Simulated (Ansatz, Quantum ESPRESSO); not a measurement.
# From contact to tunnelling: vacuum gaps between two Ta(110) faces, part 2 of 4

Aim: how the conductance falls as the barrier grows, for vacuum gaps between two Ta(110) faces.

Quantum ESPRESSO 7.5; plane-wave DFT, PBE, JTH PAW pseudopotentials; cross-check by Ansatz 0.2.0 with PAW datasets.

So far. Step 2 (Ground state, 4 Å): The run needed 15 iterations to bring the estimated error under 1e-07 Ry; the largest force on any atom, held or free, is 0.43 eV/Å.

## (3) Transmission with pwcond.x, 4 Å

Level of this step: transmission by pwcond, lead and junction from one cell; plane-wave DFT, PBE, JTH PAW pseudopotentials (Quantum ESPRESSO).

prefixt takes both regions from one run: the lead from 0 to bdl, the scattering region from bdl to bds (units of alat). ikind = 1 puts the same lead on both sides. The program's T_tot counts both spins in a run without spin; the tables below give T per spin.

File j0.cond.in:

```
&inputcond
  outdir = './out'
  prefixt = 'j0.scf'
  tran_file = 'j0.cond.dat'
  bdl = 1.4142135633
  bds = 11.8114209940
  ikind = 1
  ewind = 4.0
  epsproj = 1e-05
  nz1 = 7
  energy0 = 0.4
  denergy = -0.4
/
21
  0.00000000 0.00000000 0.01562500
  0.00000000 0.12500000 0.03125000
  0.00000000 0.25000000 0.03125000
  0.00000000 0.37500000 0.03125000
  0.00000000 0.50000000 0.01562500
  0.12500000 0.00000000 0.06250000
  0.12500000 0.25000000 0.06250000
  0.12500000 0.37500000 0.06250000
  0.12500000 0.50000000 0.06250000
  0.25000000 0.00000000 0.06250000
  0.25000000 0.12500000 0.03125000
  0.25000000 0.37500000 0.06250000
  0.25000000 0.50000000 0.06250000
  0.25000000 0.62500000 0.03125000
  0.37500000 0.00000000 0.06250000
  0.37500000 0.12500000 0.06250000
  0.37500000 0.50000000 0.06250000
  0.37500000 0.62500000 0.06250000
  0.50000000 0.00000000 0.03125000
  0.50000000 0.12500000 0.06250000
  0.50000000 0.25000000 0.03125000
3
```

Started as:

```bash
> OMP_NUM_THREADS=1 mpirun -n 4 pwcond.x -in j0.cond.in > j0.cond.out
```

What it wrote:

```text
[banner, memory and clock lines left out]
Program PWCOND v.7.5 starts

          URL

     ./out/j0.scf.save/
     file Ta.GGA_PBE-JTH.UPF: wavefunction(s)  5S 6S 5P 6P 5D 0D renormalized

     IMPORTANT: XC functional enforced from input :
     Exchange-correlation= PBE
                           (   1   4   3   4   0   0   0)
     Any further DFT definition will be discarded
     Please, verify this is what you really want

     Reading collected, re-writing distributed wavefunctions

===== INPUT FILE containing all the regions =====

     GEOMETRY:

     lattice parameter (alat)  =       6.2739  a.u.
     the volume                =    2062.5192 (a.u.)^3
     the cross section         =      27.8329 (a.u.)^2
     l of the unit cell        =      11.8114 (alat)
     number of atoms/cell      =           16
     number of atomic types    =            1

     crystal axes: (cart. coord. in units of alat)
               a(1) = (  1.0000  0.0000  0.0000 )
               a(2) = (  0.5000  0.7071  0.0000 )
               a(3) = (  0.0000  0.0000 11.8114 )

   Cartesian axes

     site n.     atom                  positions (alat units)
          1        Ta     tau(  1)=(  0.0000  0.0000 11.8114  )
          2        Ta     tau(  2)=(  0.5000  0.0000  0.7071  )
          3        Ta     tau(  3)=(  0.0000  0.0000  1.4142  )
          4        Ta     tau(  4)=(  0.5000  0.0000  2.1213  )
          5        Ta     tau(  5)=(  0.0000  0.0000  2.8284  )
          6        Ta     tau(  6)=(  0.5000  0.0000  3.5355  )
          7        Ta     tau(  7)=(  0.0000  0.0000  4.2426  )
          8        Ta     tau(  8)=(  0.5000  0.0000  4.9497  )
          9        Ta     tau(  9)=(  0.0000  0.0000  6.1546  )
         10        Ta     tau( 10)=(  0.5000  0.0000  6.8617  )
         11        Ta     tau( 11)=(  0.0000  0.0000  7.5688  )
         12        Ta     tau( 12)=(  0.5000  0.0000  8.2759  )
         13        Ta     tau( 13)=(  0.0000  0.0000  8.9830  )
         14        Ta     tau( 14)=(  0.5000  0.0000  9.6901  )
         15        Ta     tau( 15)=(  0.0000  0.0000 10.3972  )
         16        Ta     tau( 16)=(  0.5000  0.0000 11.1043  )

     nr1s                      =           27
     nr2s                      =           24
     nr3s                      =          320
     nr1sx                     =           27
     nr2sx                     =           24
     nr3sx                     =          320
     nr1                       =           40
     nr2                       =           36
     nr3                       =          450
     nr1x                      =           40
     nr2x                      =           36
     nr3x                      =          450

 _______________________________
  Radii of nonlocal spheres:

     type       ibeta     ang. mom.          radius (alat units)
       Ta         1         0                    0.3812
       Ta         2         0                    0.3812
       Ta         3         1                    0.3812
       Ta         4         1                    0.3812
       Ta         5         2                    0.3812
       Ta         6         2                    0.3812
----- General information -----

--- T calc. with identical leads (ikind=1) ---

     nrx                       =           27
     nry                       =           24
     nz1                       =            7

     energy0               =         4.0E-01
     denergy               =        -4.0E-01
     nenergy               =          3
     ecut2d                =         4.5E+01
     ewind                 =         4.0E+00
     epsproj               =         1.0E-05

     number of k_|| points=   21
                       cryst. coord.
        k(    1) = (   0.0000000   0.0000000), wk =   0.0156250
        k(    2) = (   0.0000000   0.1250000), wk =   0.0312500
        k(    3) = (   0.0000000   0.2500000), wk =   0.0312500
        k(    4) = (   0.0000000   0.3750000), wk =   0.0312500
        k(    5) = (   0.0000000   0.5000000), wk =   0.0156250
        k(    6) = (   0.1250000   0.0000000), wk =   0.0625000
        k(    7) = (   0.1250000   0.2500000), wk =   0.0625000
        k(    8) = (   0.1250000   0.3750000), wk =   0.0625000
        k(    9) = (   0.1250000   0.5000000), wk =   0.0625000
        k(   10) = (   0.2500000   0.0000000), wk =   0.0625000
        k(   11) = (   0.2500000   0.1250000), wk =   0.0312500
        k(   12) = (   0.2500000   0.3750000), wk =   0.0625000
        k(   13) = (   0.2500000   0.5000000), wk =   0.0625000
        k(   14) = (   0.2500000   0.6250000), wk =   0.0312500
        k(   15) = (   0.3750000   0.0000000), wk =   0.0625000
        k(   16) = (   0.3750000   0.1250000), wk =   0.0625000
        k(   17) = (   0.3750000   0.5000000), wk =   0.0625000
        k(   18) = (   0.3750000   0.6250000), wk =   0.0625000
        k(   19) = (   0.5000000   0.0000000), wk =   0.0312500
        k(   20) = (   0.5000000   0.1250000), wk =   0.0625000
        k(   21) = (   0.5000000   0.2500000), wk =   0.0312500
----- Information about left/right lead -----

     nocros                   =           18
     noins                    =           18
     norb                     =           54
     norbf                    =          270
     nrz                      =           38

      iorb      type   ibeta   ang. mom.   m       position (alat)
        1        1       1        0        1   taunew(   1)=(  0.0000  0.0000  0.0000)
        2        1       2        0        1   taunew(   2)=(  0.0000  0.0000  0.0000)
        3        1       3        1        1   taunew(   3)=(  0.0000  0.0000  0.0000)
        4        1       3        1        2   taunew(   4)=(  0.0000  0.0000  0.0000)
        5        1       3        1        3   taunew(   5)=(  0.0000  0.0000  0.0000)
        6        1       4        1        1   taunew(   6)=(  0.0000  0.0000  0.0000)
        7        1       4        1        2   taunew(   7)=(  0.0000  0.0000  0.0000)
        8        1       4        1        3   taunew(   8)=(  0.0000  0.0000  0.0000)
        9        1       5        2        1   taunew(   9)=(  0.0000  0.0000  0.0000)
       10        1       5        2        2   taunew(  10)=(  0.0000  0.0000  0.0000)
       11        1       5        2        3   taunew(  11)=(  0.0000  0.0000  0.0000)
       12        1       5        2        4   taunew(  12)=(  0.0000  0.0000  0.0000)
       13        1       5        2        5   taunew(  13)=(  0.0000  0.0000  0.0000)
       14        1       6        2        1   taunew(  14)=(  0.0000  0.0000  0.0000)
       15        1       6        2        2   taunew(  15)=(  0.0000  0.0000  0.0000)
[...]
236        1       2        0        1   taunew( 236)=(  0.5000  0.0000  9.6901)
      237        1       3        1        1   taunew( 237)=(  0.5000  0.0000  9.6901)
      238        1       3        1        2   taunew( 238)=(  0.5000  0.0000  9.6901)
      239        1       3        1        3   taunew( 239)=(  0.5000  0.0000  9.6901)
      240        1       4        1        1   taunew( 240)=(  0.5000  0.0000  9.6901)
      241        1       4        1        2   taunew( 241)=(  0.5000  0.0000  9.6901)
      242        1       4        1        3   taunew( 242)=(  0.5000  0.0000  9.6901)
      243        1       5        2        1   taunew( 243)=(  0.5000  0.0000  9.6901)
      244        1       5        2        2   taunew( 244)=(  0.5000  0.0000  9.6901)
      245        1       5        2        3   taunew( 245)=(  0.5000  0.0000  9.6901)
      246        1       5        2        4   taunew( 246)=(  0.5000  0.0000  9.6901)
      247        1       5        2        5   taunew( 247)=(  0.5000  0.0000  9.6901)
      248        1       6        2        1   taunew( 248)=(  0.5000  0.0000  9.6901)
      249        1       6        2        2   taunew( 249)=(  0.5000  0.0000  9.6901)
      250        1       6        2        3   taunew( 250)=(  0.5000  0.0000  9.6901)
      251        1       6        2        4   taunew( 251)=(  0.5000  0.0000  9.6901)
      252        1       6        2        5   taunew( 252)=(  0.5000  0.0000  9.6901)
      253        1       1        0        1   taunew( 253)=(  0.0000  0.0000 10.3972)
      254        1       2        0        1   taunew( 254)=(  0.0000  0.0000 10.3972)
      255        1       3        1        1   taunew( 255)=(  0.0000  0.0000 10.3972)
      256        1       3        1        2   taunew( 256)=(  0.0000  0.0000 10.3972)
      257        1       3        1        3   taunew( 257)=(  0.0000  0.0000 10.3972)
      258        1       4        1        1   taunew( 258)=(  0.0000  0.0000 10.3972)
      259        1       4        1        2   taunew( 259)=(  0.0000  0.0000 10.3972)
      260        1       4        1        3   taunew( 260)=(  0.0000  0.0000 10.3972)
      261        1       5        2        1   taunew( 261)=(  0.0000  0.0000 10.3972)
      262        1       5        2        2   taunew( 262)=(  0.0000  0.0000 10.3972)
      263        1       5        2        3   taunew( 263)=(  0.0000  0.0000 10.3972)
      264        1       5        2        4   taunew( 264)=(  0.0000  0.0000 10.3972)
      265        1       5        2        5   taunew( 265)=(  0.0000  0.0000 10.3972)
      266        1       6        2        1   taunew( 266)=(  0.0000  0.0000 10.3972)
      267        1       6        2        2   taunew( 267)=(  0.0000  0.0000 10.3972)
      268        1       6        2        3   taunew( 268)=(  0.0000  0.0000 10.3972)
      269        1       6        2        4   taunew( 269)=(  0.0000  0.0000 10.3972)
      270        1       6        2        5   taunew( 270)=(  0.0000  0.0000 10.3972)
 ngper, shell number =           99          25
 ngper, n2d =           99          72
---  E-Ef =    0.4000000  k =    0.0000000   0.0000000
---  ie =          1  ik =          1
 Nchannels of the left tip =            3
 Right moving states:
   k1(2pi/a)   k2(2pi/a)   E-Ef (eV)
  -0.2237464  -0.0000003   0.4000000
  -0.2405987   0.0000016   0.4000000
  -0.3213069   0.0000118   0.4000000
 Left moving states:
   k1(2pi/a)   k2(2pi/a)   E-Ef (eV)
   0.2237464  -0.0000003   0.4000000
   0.2405987   0.0000016   0.4000000
   0.3213069   0.0000118   0.4000000

 to transmit
 Band j to band i transmissions and reflections:
    j         i     |T_ij|^2    |R_ij|^2

    1 -->     1     0.00039     0.99961
    1 -->     2     0.00000     0.00000
    1 -->     3     0.00000     0.00000
   Total T_j, R_j =    0.00039  0.99961

    2 -->     1     0.00000     0.00000
    2 -->     2     0.37346     0.33312
    2 -->     3     0.04303     0.25040
   Total T_j, R_j =    0.41649  0.58351

    3 -->     1     0.00000     0.00000
    3 -->     2     0.04358     0.25036
    3 -->     3     0.00136     0.70470
   Total T_j, R_j =    0.04494  0.95506

E-Ef(ev), T(x2 spins) =    0.4000000   0.9236352
---  E-Ef =    0.0000000  k =    0.0000000   0.0000000
---  ie =          2  ik =          1
 Nchannels of the left tip =            3
 Right moving states:
   k1(2pi/a)   k2(2pi/a)   E-Ef (eV)
  -0.3275810  -0.0000036   0.0000000
  -0.3501324  -0.0000002   0.0000000
  -0.4638626   0.0000152   0.0000000
 Left moving states:
   k1(2pi/a)   k2(2pi/a)   E-Ef (eV)
   0.3275810  -0.0000036   0.0000000
   0.3501324  -0.0000002   0.0000000
   0.4638626   0.0000152   0.0000000

 to transmit
 Band j to band i transmissions and reflections:
    j         i     |T_ij|^2    |R_ij|^2

    1 -->     1     0.16385     0.14586
    1 -->     2     0.00000     0.00000
    1 -->     3     0.06937     0.62092
   Total T_j, R_j =    0.23322  0.76678

    2 -->     1     0.00000     0.00000
    2 -->     2     0.00125     0.99875
    2 -->     3     0.00000     0.00000
   Total T_j, R_j =    0.00125  0.99875

    3 -->     1     0.06876     0.62090
    3 -->     2     0.00000     0.00000
    3 -->     3     0.01719     0.29315
   Total T_j, R_j =    0.08595  0.91405

E-Ef(ev), T(x2 spins) =    0.0000000   0.6408485
---  E-Ef =   -0.4000000  k =    0.0000000   0.0000000
---  ie =          3  ik =          1
 Nchannels of the left tip =            1
 Right moving states:
   k1(2pi/a)   k2(2pi/a)   E-Ef (eV)
  -0.4642104  -0.0000002  -0.4000000
 Left moving states:
   k1(2pi/a)   k2(2pi/a)   E-Ef (eV)
   0.4642104  -0.0000002  -0.4000000

 to transmit
 Band j to band i transmissions and reflections:
    j         i     |T_ij|^2    |R_ij|^2

    1 -->     1     0.00207     0.99793
   Total T_j, R_j =    0.00207  0.99793

E-Ef(ev), T(x2 spins) =   -0.4000000   0.0041333
 ngper, shell number =           97          52
 ngper, n2d =           97          76
[... further energies and points left out ...]
---  E-Ef =    0.4000000  k =    0.5000000   0.2500000
---  ie =          1  ik =         21
 Nchannels of the left tip =            1
 Right moving states:
   k1(2pi/a)   k2(2pi/a)   E-Ef (eV)
  -0.2073181   0.0000082   0.4000000
 Left moving states:
   k1(2pi/a)   k2(2pi/a)   E-Ef (eV)
   0.2073181   0.0000082   0.4000000

 to transmit
 Band j to band i transmissions and reflections:
    j         i     |T_ij|^2    |R_ij|^2

    1 -->     1     0.28347     0.71653
   Total T_j, R_j =    0.28347  0.71653

E-Ef(ev), T(x2 spins) =    0.4000000   0.5669368
---  E-Ef =    0.0000000  k =    0.5000000   0.2500000
---  ie =          2  ik =         21
 Nchannels of the left tip =            1
 Right moving states:
   k1(2pi/a)   k2(2pi/a)   E-Ef (eV)
  -0.2961726   0.0000121   0.0000000
 Left moving states:
   k1(2pi/a)   k2(2pi/a)   E-Ef (eV)
   0.2961726   0.0000121   0.0000000

 to transmit
 Band j to band i transmissions and reflections:
    j         i     |T_ij|^2    |R_ij|^2

    1 -->     1     0.49380     0.50620
   Total T_j, R_j =    0.49380  0.50620

E-Ef(ev), T(x2 spins) =    0.0000000   0.9876001
---  E-Ef =   -0.4000000  k =    0.5000000   0.2500000
---  ie =          3  ik =         21
 Nchannels of the left tip =            1
 Right moving states:
   k1(2pi/a)   k2(2pi/a)   E-Ef (eV)
  -0.4211481   0.0000169  -0.4000000
 Left moving states:
   k1(2pi/a)   k2(2pi/a)   E-Ef (eV)
   0.4211481   0.0000169  -0.4000000

 to transmit
 Band j to band i transmissions and reflections:
    j         i     |T_ij|^2    |R_ij|^2

    1 -->     1     0.89091     0.10909
   Total T_j, R_j =    0.89091  0.10909

E-Ef(ev), T(x2 spins) =   -0.4000000   1.7818126
   T_tot     0.40000      0.68520E+00
   T_tot     0.00000      0.10440E+01
   T_tot    -0.40000      0.10590E+01

Note: The following floating-point exceptions are signalling: IEEE_UNDERFLOW_FLAG
Note: The following floating-point exceptions are signalling: IEEE_UNDERFLOW_FLAG
Note: The following floating-point exceptions are signalling: IEEE_UNDERFLOW_FLAG
Note: The following floating-point exceptions are signalling: IEEE_UNDERFLOW_FLAG
```

It took 2.5 min on 4 MPI ranks of Arm Neoverse V2, shared host; peak memory 0.36 GiB; 9.8 min of CPU time.

Numbers from this step:

| Item | Value |
| --- | --- |
| lead channels at the Fermi level, one spin | 1.641 |
| transmission at the Fermi level, one spin | 0.5220 |
| conductance | 0.5220 G₀ |

Per spin; mean over the k mesh across the current. The open channels, zone mean by energy, zero at the Fermi level:

```csv
energy (eV),"open channels, zone mean"
-0.400,2.02
0.000,1.64
0.400,1.36
```

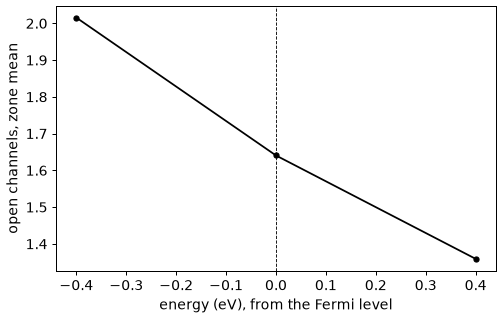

Open channels, zone mean against energy.

Per spin; mean over the k mesh across the current. Transmission, zone mean against energy, zero at the Fermi level:

```csv
energy (eV),"transmission, zone mean"
-0.400,0.529
0.000,0.522
0.400,0.343
```

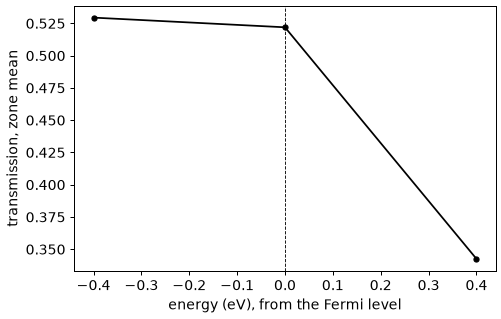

Transmission, zone mean, plotted against energy.

At 0.000 eV; k in fractions of b1, b2. Transmission by k point:

```csv
k1,k2,weight,t,channels
0,0,0.01562,0.3204,3
0,0.125,0.03125,0.07497,3
0,0.25,0.03125,0.003828,1
0,0.375,0.03125,0.6469,2
0,0.5,0.01562,0.1347,2
0.125,0,0.0625,0.4737,3
0.125,0.25,0.0625,0.3777,2
0.125,0.375,0.0625,0.9749,1
0.125,0.5,0.0625,0.1248,2
0.25,0,0.0625,0,0
0.25,0.125,0.03125,0.5406,3
0.25,0.375,0.0625,0,0
0.25,0.5,0.0625,0.694,1
0.25,0.625,0.03125,0.3694,2
0.375,0,0.0625,1.03,2
0.375,0.125,0.0625,0.7629,1
0.375,0.5,0.0625,0.7581,2
0.375,0.625,0.0625,0.739,1
0.5,0,0.03125,0.7255,2
0.5,0.125,0.0625,0.8755,3
0.5,0.25,0.03125,0.4938,1
```

The run is unpolarised; a magnetic state was not tried, may lie lower and would change T.

(Part 2 of 4 ends here.)

[Logs are printed without paths, hosts, clocks, repeated set-up lines and the standing remarks that a program may print on its own settings, such as how far it seeks lower states.]

[Hosts, paths, dates, database ids (printed as entryN), source tags and the programs' standing remarks are cut or masked in the printed files.]

[Maps of the electrostatic potential energy from Ansatz leave out the sawtooth potential of an applied field or a dipole correction, so their vacuum need not be flat; planar profiles and work functions include it.]
